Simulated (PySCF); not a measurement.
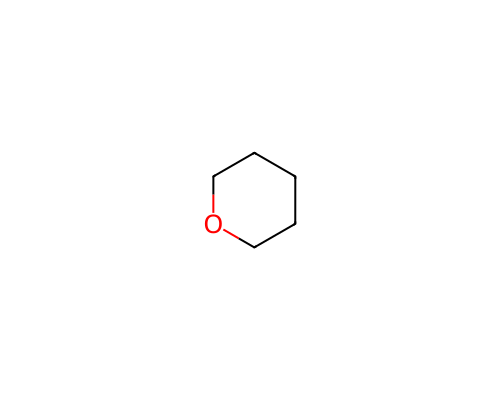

A structural formula.

Give its SMILES.

Answer. C1CCOCC1

Give the formula, hydrogens included.

Answer. C5H10O.

An optimisation with PBE0-D3(BJ)/def2-SVP gave a structure of which point group?

Answer. Cs.

The parts below concern this one geometry. Atoms keep their numbers from picture to picture. Computed geometry: PBE0-D3(BJ)/def2-SVP optimisation. No frequency run is at hand to confirm it as a minimum.

### Levels of theory compared

No frequency run is at hand to confirm it as a minimum. Program: PySCF 2.14.0.

Compare dipole (D), HOMO–LUMO gap (eV) at these levels: B3LYP/def2-SVPD; BHandHLYP/def2-SVPD; CAM-B3LYP/def2-SVPD; LDA/def2-SVPD; PBE/def2-SVPD; PBE0/def2-SVPD.

```csv
level,dipole (D),HOMO–LUMO gap (eV)
B3LYP/def2-SVPD,1.49,7.47
BHandHLYP/def2-SVPD,1.57,9.95
CAM-B3LYP/def2-SVPD,1.55,10.06
LDA/def2-SVPD,1.46,5.84
PBE/def2-SVPD,1.40,5.78
PBE0/def2-SVPD,1.48,7.99
```

### Polarisability

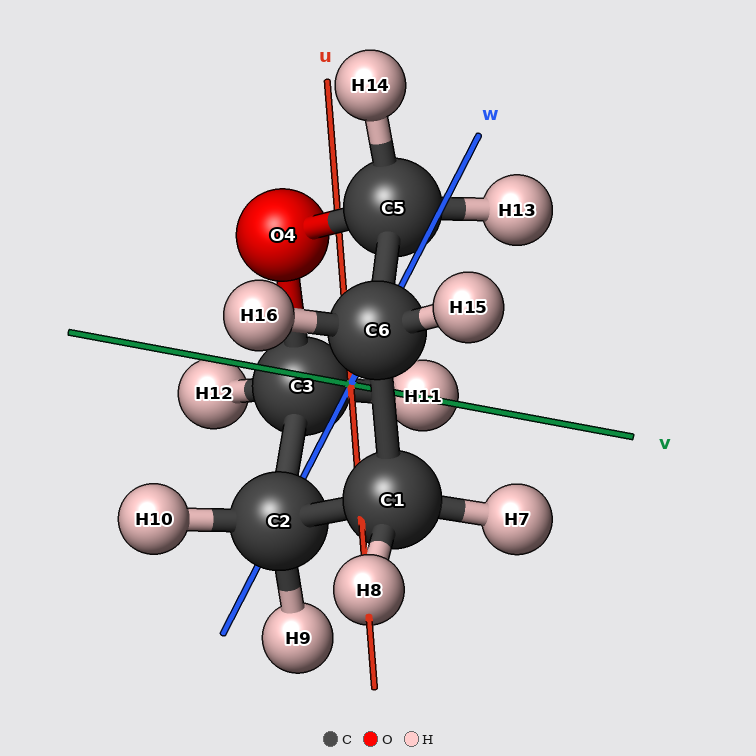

The lines u, v and w are the principal axes of the static dipole polarisability. No frequency run is at hand to confirm it as a minimum. Computed with PBE/def2-SVPD (PySCF 2.14.0).

Along which axis is the molecule most polarisable, and along which least?

Answer. Most along w, least along v.

Give the three principal values.

Answer. u 65.9, v 60.3, w 71.1 bohr³; mean 65.8, anisotropy 9.3 bohr³.

### Excitation

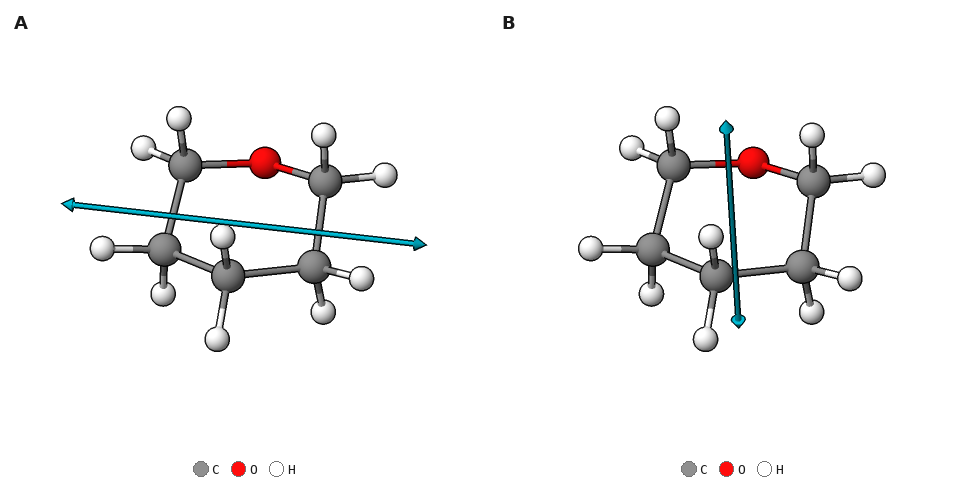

The double arrows show the directions of two transition dipoles from the ground state (lengths mean nothing). No frequency run is at hand to confirm it as a minimum. Level of theory: TDDFT LDA/def2-SVPD, vertical, gas phase, core orbitals frozen in the response (PySCF 2.14.0).

One belongs to singlet state 2 and one to singlet state 3. Which is which?

Answer. A: state 3, 6.51 eV (191 nm), oscillator strength 0.040, mainly HOMO → LUMO+2 (weight 1.00).
B: state 2, 6.44 eV (192 nm), oscillator strength 0.056, mainly HOMO → LUMO+1 (weight 0.99).
